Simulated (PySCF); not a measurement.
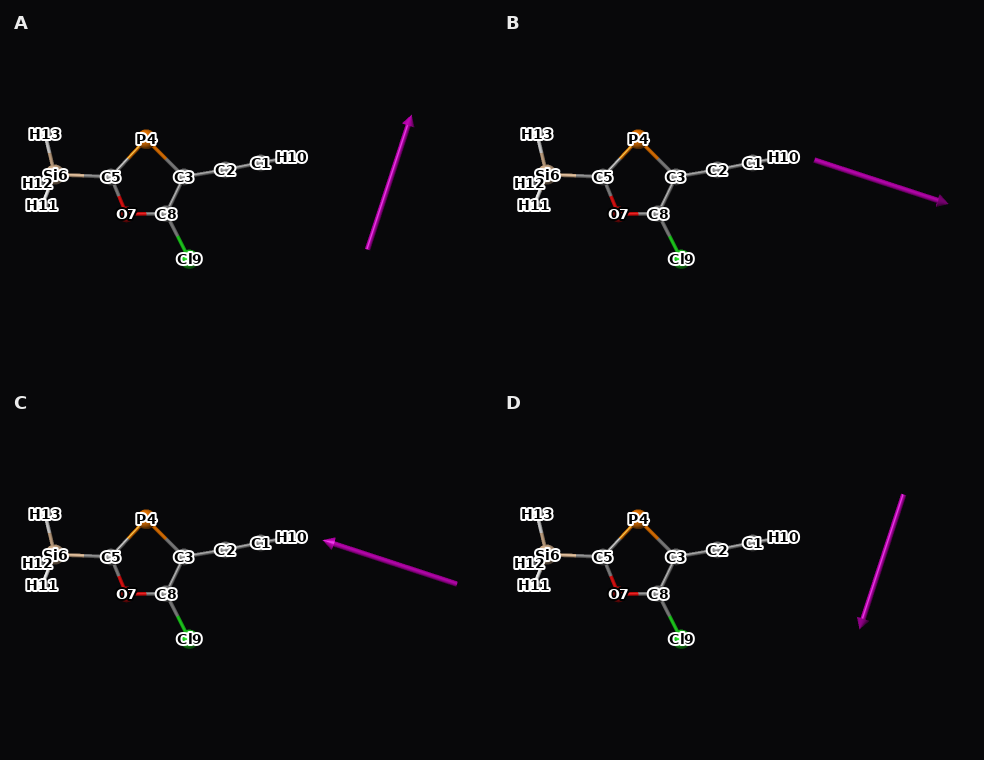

The same molecule four times, each with an arrow. The computed structure is the end point of a GFN2-xTB optimisation. No frequency run is at hand to confirm it as a minimum. Properties computed with CAM-B3LYP/def2-SVPD, gas phase (PySCF 2.14.0).

Question: Which arrow points along the dipole moment, from the negative to the positive end?

Answer: C. The dipole moment is 0.57 D; it points from the side of H10 to the side of H13 (the outermost atoms at the two ends).

The geometry is semi-empirical. Around P, Si such bond lengths and angles can be off by a tenth of an ångström or more and by several degrees, and values that hang on the shape move with them.
